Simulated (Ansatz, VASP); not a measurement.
# EuCd2P2: VASP beside Ansatz

Wanted: the spread between two codes on one cell, functional and k mesh. The cell comes out of the VASP series on this material, whose earlier steps may have relaxed, scaled or displaced it; both programs get it as it stands.

Method: plane waves, with VASP 6.6.1 beside it; band structure at r2SCAN, DFT+U and single point at r2SCAN, DFT+U, in Ansatz 0.2.0.

## 1. The structure

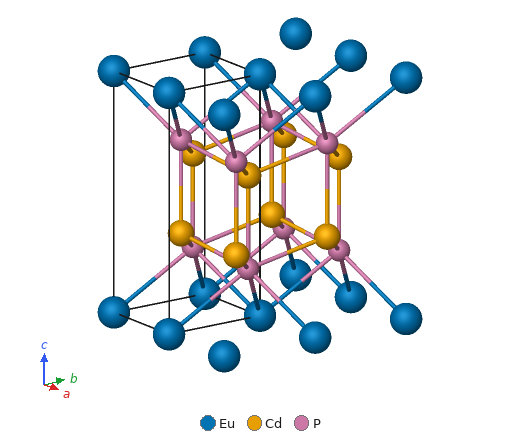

Start, viewed slightly off an axis; europium blue, cadmium orange, phosphorus pink. 2×2×1 cells are drawn. Bonds to atoms that aren't drawn are left out. Some periodic images of atoms are drawn too.

## 2. Ansatz: band structure, r2SCAN, DFT+U

Ansatz runs on its default PAW (the set named soft_2) files.

Levels along a path test the potential and the projectors away from the mesh points.

Contents of input.yaml:

```yaml
crystal:
  lattice:
    - [4.3407983975, 0.0, 0.0]
    - [-2.1703991988, 3.759241685, 0.0]
    - [0.0, 0.0, 7.1929162865]
  atoms:
    - { symbol: Eu, position: [0.0, 0.0, 0.0], spin: 6.642 }
    - { symbol: Cd, position: [0.66666667, 0.33333333, 0.3628390541], spin: -0.006 }
    - { symbol: Cd, position: [0.33333333, 0.66666667, 0.6371609459], spin: -0.006 }
    - { symbol: P, position: [0.66666667, 0.33333333, 0.7500493522], spin: -0.027 }
    - { symbol: P, position: [0.33333333, 0.66666667, 0.2499506478], spin: -0.027 }
hamiltonian:
  xc: r2scan
  pseudopotentials: { kind: paw }
  hubbard: { sites: [{ species: Eu, l: f, u_eff: 5.0 }] }
magnetization:
  spin_polarized: true
kpoints:
  mp_grid: { grid: [7, 7, 4] }
  band_path:
    path:
      - [0.0, 0.0, 0.0]
      - [0.13333, 0.0, 0.0]
      - [0.3, 0.0, 0.0]
      - [0.46667, 0.0, 0.0]
      - [0.46667, 0.06667, 0.0]
      - [0.41111, 0.17778, 0.0]
      - [0.35556, 0.28889, 0.0]
      - [0.28889, 0.28889, 0.0]
      - [0.17778, 0.17778, 0.0]
      - [0.06667, 0.06667, 0.0]
      - [0.0, 0.0, 0.03333]
      - [0.0, 0.0, 0.2]
      - [0.0, 0.0, 0.36667]
      - [0.0, 0.0, 0.5]
      - [0.16667, 0.0, 0.5]
      - [0.3, 0.0, 0.5]
      - [0.46667, 0.0, 0.5]
      - [0.46667, 0.06667, 0.5]
      - [0.41111, 0.17778, 0.5]
      - [0.35556, 0.28889, 0.5]
      - [0.28889, 0.28889, 0.5]
      - [0.17778, 0.17778, 0.5]
      - [0.06667, 0.06667, 0.5]
      - [0.5, 0.0, 0.46667]
      - [0.5, 0.0, 0.3]
      - [0.5, 0.0, 0.13333]
      - [0.33333, 0.33333, 0.0]
      - [0.33333, 0.33333, 0.16667]
      - [0.33333, 0.33333, 0.33333]
      - [0.33333, 0.33333, 0.5]
    npoints: 1
scf:
  occupations: { method: gaussian, width: 0.05 }
  n_extra_bands: 13
output:
  forces: true
  stress: true
  eigenvalues: true
  write_density: true
  write_potential: true
  elf: true
  volumetric_format: npy
```

Command:

```sh
ansatz run input.yaml --threads 2 --pin off --max-ram 4608MiB --backend cpu --events-out ev --progress --plain --runs-dir out
```

Numbers of over 12 decimals in the logs are rounded to 6 here.

Log:

```text
Eu: projections on atomic orbitals take those of the free atom [Kr 4d10] 4f7 5s2 5p6 5d0 6s2, of charge +0.00 (hamiltonian.pseudopotentials.projection_atoms); the dataset's partial waves leave at most 1.0e-3 of an orbital's norm unspanned inside its sphere
Cd: projections on atomic orbitals take those of the free atom [Ar 3d10] 4s2 4p6 4d10 5s2, of charge +0.00 (hamiltonian.pseudopotentials.projection_atoms); the dataset's partial waves leave at most 1.3e-5 of an orbital's norm unspanned inside its sphere
P: projections on atomic orbitals take those of the free atom [Ne] 3s2 3p3, of charge +0.00 (hamiltonian.pseudopotentials.projection_atoms); the dataset's partial waves leave at most 1.0e-7 of an orbital's norm unspanned inside its sphere
scf.n_extra_bands = 13 over 34 filled bands (N_el = 67.0): the run solves 47 bands
Engine: ansatz 0.2.0, aarch64-unknown-linux-gnu
Pseudopotentials: kind: paw
Pseudopotential: Eu, paw, valence charge 17, recommended cutoff 500 eV (meta_gga), Eu.paw.azcp
Pseudopotential: Cd, paw, valence charge 20, recommended cutoff 500 eV (meta_gga), Cd.paw.azcp
Pseudopotential: P, paw, valence charge 5, recommended cutoff 500 eV (meta_gga), P.paw.azcp
Functional definition: r2SCAN
  parameter k0 = 0.174
  parameter k1 = 0.065
  parameter a1 = 4.9479
  exchange = r2scan_x(k0 = k0, k1 = k1, a1 = a1)
  correlation = r2scan_c
Crystal: 5 atoms, lattice volume = 117.375 Å³
Basis set: ecut = 500 eV, 2973 PW (Γ), exchange–correlation on 128×128×216 points (64 copies of the dense FFT grid, shifted against one another)
Bands: 47, of which v1, the nominal top of the filled ones, is band 34 counted from 1 (33 counted from 0)
Symmetry: 12 space group operations
Space group: P-3m1 (ITA 164), of the structure as read, at distance tolerance 4.9e-5 Å
Magnetic group: BNS 164.85 (UNI 1315), of the structure as read, at distance tolerance 4.9e-5 Å
k-points: 28 of 196
Non-local potential: Eu, projectors of the file, l = 0: 3, l = 1: 2, l = 2: 2, l = 3: 3
Non-local potential: Cd, projectors of the file, l = 0: 3, l = 1: 2, l = 2: 2, l = 3: 1
Non-local potential: P, projectors of the file, l = 0: 2, l = 1: 2, l = 2: 2
PAW form: soft (Blöchl's): semilocal exchange-correlation on the pseudo side does not see the compensation charge
PAW frozen core: Eu, regenerated for the run's functional (the file was generated under x = pbe(κ = 0.804, μ = 0.219515), c = pbe(β = 0.066725))
PAW frozen core: Cd, regenerated for the run's functional (the file was generated under x = pbe(κ = 0.804, μ = 0.219515), c = pbe(β = 0.066725))
PAW frozen core: P, regenerated for the run's functional (the file was generated under x = pbe(κ = 0.804, μ = 0.219515), c = pbe(β = 0.066725))
PAW one-centre angular grid: Eu, 2702 points (default); XC on 160 Gauss nodes
PAW one-centre angular grid: Cd, 590 points (default); XC on 160 Gauss nodes
PAW one-centre angular grid: P, 302 points (default); XC on 160 Gauss nodes
Initial density: superposition of atomic densities (chi_scale 0.1, normalization cell)
Starting moments: Σ|m| = 6.708 μB on 5 of 5 sites
Initial wavefunctions: pseudopotential atomic-orbital guess
Functional: x = r2scan, c = r2scan; τ floored in thin density (d = 2e-4 eV/Å³)
SCF iter   1: F=—  HF=-26835.972356 eV  |F-HF|=—  |Δ(HF+E_count)|=         —  Δρ=1.97e-1 (↑1.97e-1 ↓1.51e-1)  dr2=9.11e0  dr2_τ=2.91e-1  dr2_m=3.20e1  M=7.000 μB ∫|m|=7.576 μB  β_m=0.30  ethr=3.10e-3  ⟨swp⟩=6.9  Hψ=10136  notcnv=0  defer=3
preconditioner: auto → Resta (q_TF=auto, 2.485 Å⁻¹)  ε∞=5.1  [insulator: Δε(μ)=0.845 eV  Ē_g=11.830 eV  σ=0.050 eV  W_gap=1.00  n_scr=34 (ndim 8)  ℏωp=24.0 eV  f_vac=0.010  D(μ)=0.00/eV (n_scr^D=0)  ε∞_Penn≈5.1]
spin=Collinear: Resta preconditioning applied to the charge; magnetization (m = ρ↑ − ρ↓) channel mixes plain (no charge-response kernel on spin).
SCF iter   2: F=—  HF=-26836.383135 eV  |F-HF|=—  |Δ(HF+E_count)|=   4.11e-1  Δρ=1.32e-1 (↑1.32e-1 ↓1.08e-1)  dr2=3.21e0  dr2_τ=1.32e-1  dr2_m=1.52e1  M=7.000 μB ∫|m|=7.479 μB  β_m=0.30  ethr=3.10e-3  ⟨swp⟩=3.1  Hψ=5215  notcnv=0  defer=345  κ⁻¹=1.0e0(r=1)
SCF iter   3: F=—  HF=-26837.260005 eV  |F-HF|=—  |Δ(HF+E_count)|=   8.77e-1  Δρ=8.01e-2 (↑7.73e-2 ↓8.01e-2)  dr2=2.30e-1  dr2_τ=6.03e-2  dr2_m=6.61e0  M=7.000 μB ∫|m|=7.349 μB  β_m=1.00  ethr=3.10e-3  ⟨swp⟩=3.3  Hψ=5304  notcnv=0  defer=318  κ⁻¹=5.7e-3(r=2)
SCF iter   4: F=—  HF=-26834.891032 eV  |F-HF|=—  |Δ(HF+E_count)|=    2.37e0  Δρ=1.56e-2 (↑1.56e-2 ↓8.39e-3)  dr2=8.85e-2  dr2_τ=1.60e-2  dr2_m=1.47e-1  M=7.000 μB ∫|m|=7.292 μB  β_m=0.30  ethr=3.43e-4  ⟨swp⟩=3.7  Hψ=6941  notcnv=0  defer=326  κ⁻¹=2.4e-3(r=3)
SCF iter   5: F=—  HF=-26836.923066 eV  |F-HF|=—  |Δ(HF+E_count)|=    2.03e0  Δρ=1.02e-2 (↑1.02e-2 ↓4.23e-3)  dr2=6.65e-2  dr2_τ=2.03e-3  dr2_m=5.02e-2  M=7.000 μB ∫|m|=7.276 μB  β_m=1.20  ethr=1.32e-4  ⟨swp⟩=2.8  Hψ=4378  notcnv=0  defer=326
Mixer restart at iter 5: flushing history
spin-set hold released at iteration 5 (site moments contracting): the magnetisation degrees of freedom join the quasi-Newton model from the next iteration; the mixer history was flushed
SCF iter   6: F=—  HF=-26837.290895 eV  |F-HF|=—  |Δ(HF+E_count)|=   3.68e-1  Δρ=3.87e-3 (↑2.16e-3 ↓3.87e-3)  dr2=1.93e-2  dr2_τ=6.58e-4  dr2_m=6.78e-3  M=7.000 μB ∫|m|=7.227 μB  β_m=1.20  ethr=9.93e-5  ⟨swp⟩=2.9  Hψ=4355  notcnv=0  defer=326  κ⁻¹=1.0e0(r=1)
SCF iter   7: F=—  HF=-26837.863081 eV  |F-HF|=—  |Δ(HF+E_count)|=   5.72e-1  Δρ=2.11e-3 (↑1.75e-3 ↓2.11e-3)  dr2=1.03e-2  dr2_τ=6.55e-4  dr2_m=2.22e-3  M=7.000 μB ∫|m|=7.215 μB  β_m=1.20  ethr=2.88e-5  ⟨swp⟩=2.6  Hψ=4590  notcnv=0  defer=322  κ⁻¹=4.3e-2(r=2)
SCF iter   8: F=—  HF=-26838.399246 eV  |F-HF|=—  |Δ(HF+E_count)|=   5.36e-1  Δρ=1.05e-3 (↑1.05e-3 ↓8.64e-4)  dr2=3.92e-3  dr2_τ=1.22e-4  dr2_m=2.52e-4  M=7.000 μB ∫|m|=7.206 μB  β_m=1.20  ethr=1.54e-5  ⟨swp⟩=3.0  Hψ=5117  notcnv=0  defer=322  κ⁻¹=1.5e-2(r=3)
SCF iter   9: F=—  HF=-26838.523968 eV  |F-HF|=—  |Δ(HF+E_count)|=   1.25e-1  Δρ=5.52e-4 (↑4.61e-4 ↓5.52e-4)  dr2=1.22e-3  dr2_τ=8.45e-6  dr2_m=2.80e-5  M=7.000 μB ∫|m|=7.201 μB  β_m=1.20  ethr=5.84e-6  ⟨swp⟩=3.0  Hψ=4980  notcnv=0  defer=322  κ⁻¹=2.5e-3(r=4)
SCF iter  10: F=—  HF=-26838.520649 eV  |F-HF|=—  |Δ(HF+E_count)|=   3.32e-3  Δρ=2.06e-4 (↑2.06e-4 ↓1.95e-4)  dr2=1.98e-4  dr2_τ=4.29e-6  dr2_m=1.12e-5  M=7.000 μB ∫|m|=7.198 μB  β_m=1.20  ethr=1.82e-6  ⟨swp⟩=2.0  Hψ=3858  notcnv=0  defer=322  κ⁻¹=9.3e-4(r=5)
SCF iter  11: F=—  HF=-26838.520737 eV  |F-HF|=—  |Δ(HF+E_count)|=   8.80e-5  Δρ=1.03e-4 (↑1.03e-4 ↓9.56e-5)  dr2=4.00e-5  dr2_τ=3.43e-6  dr2_m=3.35e-6  M=7.000 μB ∫|m|=7.198 μB  β_m=1.20  ethr=2.95e-7  ⟨swp⟩=2.0  Hψ=3739  notcnv=0  defer=322  κ⁻¹=1.7e-4(r=6)
SCF iter  12: F=—  HF=-26838.525186 eV  |F-HF|=—  |Δ(HF+E_count)|=   4.45e-3  Δρ=6.15e-5 (↑6.15e-5 ↓4.49e-5)  dr2=9.09e-6  dr2_τ=2.01e-7  dr2_m=4.03e-7  M=7.000 μB ∫|m|=7.200 μB  β_m=1.20  ethr=5.97e-8  ⟨swp⟩=3.0  Hψ=4482  notcnv=0  defer=322  κ⁻¹=1.4e-5(r=7)
SCF iter  13: F=—  HF=-26838.525321 eV  |F-HF|=—  |Δ(HF+E_count)|=   1.35e-4  Δρ=3.16e-5 (↑3.16e-5 ↓2.82e-5)  dr2=2.72e-6  dr2_τ=8.51e-8  dr2_m=1.14e-7  M=7.000 μB ∫|m|=7.200 μB  β_m=1.20  ethr=1.36e-8  ⟨swp⟩=3.0  Hψ=3927  notcnv=0  defer=322  κ⁻¹=8.1e-6(r=8)
SCF iter  14: F=—  HF=-26838.525268 eV  |F-HF|=—  |Δ(HF+E_count)|=   5.26e-5  Δρ=2.13e-5 (↑2.13e-5 ↓1.25e-5)  dr2=9.28e-7  dr2_τ=3.50e-8  dr2_m=6.69e-8  M=7.000 μB ∫|m|=7.200 μB  β_m=1.20  ethr=4.05e-9  ⟨swp⟩=2.0  Hψ=3741  notcnv=0  defer=322  κ⁻¹=1.3e-5(r=8)
SCF iter  15: F=—  HF=-26838.525296 eV  |F-HF|=—  |Δ(HF+E_count)|=   2.78e-5  Δρ=1.14e-5 (↑1.14e-5 ↓6.22e-6)  dr2=3.17e-7  dr2_τ=4.00e-9  dr2_m=1.63e-8  M=7.000 μB ∫|m|=7.200 μB  β_m=1.20  ethr=1.39e-9  ⟨swp⟩=2.5  Hψ=3833  notcnv=0  defer=322  κ⁻¹=1.0e-5(r=8)
SCF iter  16: F=—  HF=-26838.525304 eV  |F-HF|=—  |Δ(HF+E_count)|=   8.08e-6  Δρ=3.33e-6 (↑3.33e-6 ↓3.04e-6)  dr2=3.11e-8  dr2_τ=6.66e-10  dr2_m=2.81e-10  M=7.000 μB ∫|m|=7.200 μB  β_m=1.20  ethr=1.49e-10  ⟨swp⟩=20.8  Hψ=25476  notcnv=0  κ⁻¹=5.8e-6(r=8)
SCF iter  17: F=-26838.525304 eV  HF=-26838.525304 eV  |F-HF|=2.35e-8  |Δ(HF+E_count)|=   6.72e-8  Δρ=2.19e-6 (↑2.19e-6 ↓2.15e-6)  dr2=1.47e-8  dr2_τ=2.27e-10  dr2_m=5.57e-11  M=7.000 μB ∫|m|=7.200 μB  ethr=4.63e-11  ⟨swp⟩=8.7  Hψ=13235  notcnv=0
SCF 1 converged in 17 iterations: F = -26838.525304 eV  dr2 = 1.47e-8
  greatest PAW one-centre occupation: 1.001 electrons in one spin orbital (limit 2), on the Cd atom at site 2 (counted from 0), in its partial waves of l = 1
this state was not tested for a lower state beside it, because the mixer in use, unlike msr1, does not test its closes by its own steps (another_mixer; see scf.mixing.algorithm and scf.lower_state_search)
NSCF: frozen V_eff on 30 k-points
SCF converged after 17 iterations
Magnetization: 7.0000 μB (37.0000 up, 30.0000 down)
Absolute magnetization: 7.2014 μB (∫|ρ↑−ρ↓|, with the PAW one-centre terms)
Spin contamination: 0.0163 ħ² per cell (⟨S²⟩ above its minimum at these occupations)
Per-site moments (μB) at R_I (Å): [(6.911987, 1.272293), (-0.00458746, 1.086699), (-0.00458746, 1.086699), (-0.031225, 1.086699), (-0.031225, 1.086699)]
Free energy (F): -26838.525304 eV
Harris-Foulkes:  -26838.525304 eV  (|F-HF|=2.35e-8)
Internal energy: -26838.525304 eV  (E = F + TS)
E sigma→0 (E₀):  -26838.525304 eV
Fermi energy:    11.074496 eV
--- Per-component energies (eV) ---
  E_band       = -961.163008
  E_kinetic    = 1500.134266
  E_local      = -9539.467149  (includes V_loc(G=0)·N_el)
  E_nonlocal   = 614.328091
  E_hartree    = 4318.648916
  E_xc         = -624.973539
  E_vxc        = -847.870673  (∫ρ·V_xc dr)
  E_hubbard    = 0.102163  (on-site DFT+U / exact-exchange correction)
  E_vhub       = -17.263520  (the Hubbard potential's part of the band-sum identity)
  E_paw        = -15773.543097  (= ΣΔE_a)
  E_vpaw       = -1361.721714  (= ΣTr[D̂ρ^β])
  E_aug_tail   = 0.000013  (compensation charges beyond the density's cutoff)
  E_vtau       = 53.402868  (kinetic-family band-sum trace: ∫τ·v_τ [+ j·A + Jᵃ·Aᵃ] dr)
  E_ewald      = -7332.724485
  E_core_change = -1.030482  (= ΣΔE_core)
  E_smearing   = -0.000000  (= −TS)
  E_closure    = 0.000000  (closes the sum)
  Σ components = -26838.525304   (vs F -26838.525304, Δ=0.00e0)
--- Forces (eV/Å), atoms counted from 1 ---
  atom   1  Eu     0.00000000     0.00000000    -0.00000000
  atom   2  Cd     0.00000000    -0.00000000     0.00545067
  atom   3  Cd    -0.00000000     0.00000000    -0.00545067
  atom   4  P      0.00000000    -0.00000000    -0.01566370
  atom   5  P     -0.00000000     0.00000000     0.01566370
  max |Σ_I F_I| component: 9.25e-18 eV/Å
--- Stress (GPa, compression-positive) ---
        0.016927      -0.000000       0.000000
       -0.000000       0.016927      -0.000000
        0.000000      -0.000000      -0.006340
  P = ⅓ Tr σ = 0.0092 GPa (0.092 kbar)
--- Band table (eV; the first three rows and the last of 56) ---
  k-point 0 ↑: bands = [... 30 lower, 9.0337, 9.0751, 9.0751, 9.1477, 10.6416, 10.6416, 10.6506, 11.4981, ... 9 higher]
  k-point 1 ↑: bands = [... 30 lower, 9.0738, 9.1478, 9.1517, 9.1517, 9.7144, 10.3974, 10.3974, 11.6264, ... 9 higher]
  k-point 2 ↑: bands = [... 30 lower, 9.0762, 9.1478, 9.2244, 9.3410, 9.3410, 10.1246, 10.1246, 11.5389, ... 9 higher]
  k-point 27 ↓: bands = [... 30 lower, 13.0135, 13.2280, 14.5649, 14.7637, 15.0785, 15.3045, 16.4988, 17.4387, ... 9 higher]
Occupation matrices written to <dir>
```

Run time: 2 min. Hardware: 2 threads of Arm Neoverse N1, shared host; peak memory 0.96 GiB.

Reading the cycles: dr2 is the Hartree energy of the density residual (eV), the measure of convergence; HF is the Harris–Foulkes estimate of the energy, which meets the free energy F at convergence.

(Part 1 of 3 ends here.)

[Lines on the potential files, build, host, timing and source positions are cut from VASP's logs without a mark.]

[Logs are printed without paths, hosts, clocks, repeated set-up lines and the standing remarks that a program may print on its own settings, such as how far it seeks lower states.]

[Hosts, paths, dates, database ids (printed as entryN), source tags and the programs' standing remarks are cut or masked in the printed files.]
